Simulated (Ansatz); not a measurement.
Consider CdSe in the wurtzite structure (space group P6_3mc, No. 186; a = 4.3400 Å, c = 7.0780 Å).

Structures relaxed with Ansatz (an electronic-structure program), r2SCAN, PAW, cutoff 500 eV, no SOC.

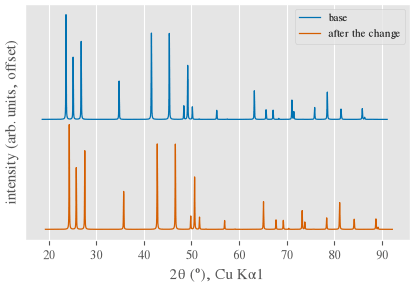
Figure. Simulated powder patterns before (top) and after one change

Task: Name the change that was made.
A. pressure 1.5 GPa
B. pressure 10 GPa
C. pressure 5 GPa
D. pressure 0.7 GPa

Result: C, pressure 5 GPa. Its volume per atom is 26.62 Å³ against 28.86 Å³, and its space group is P6_3mc (No. 186).

Load acts through the strain it causes; cell and atoms are relaxed under it. No phonon test of stability was made. Measured, CdSe leaves this structure (for rock salt) near 2.72 GPa (temperature not stated; as listed in Datta, Sujoy, Jana, Debnarayan, arXiv (2020)), on rising pressure, with hysteresis.
